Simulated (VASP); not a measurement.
Band structure of Zr (hcp). Method: MS2 meta-GGA, VASP's PBE PAW potentials (set 64) (plane waves; VASP).

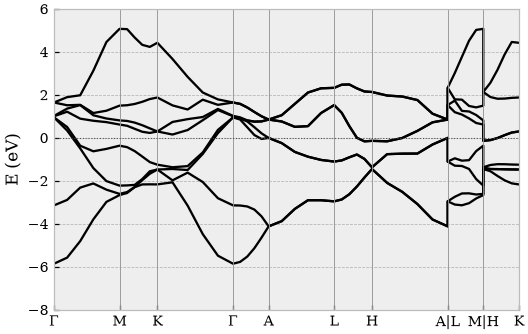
Fig. 1. Bands along high-symmetry lines, zero at the valence-band maximum or, without a gap, the Fermi level

Read the plot: is there a gap, and where are the band edges?

It has no gap at this level: it comes out as a metal or semimetal.

The compound is Zr in the hcp structure. It was relaxed first.
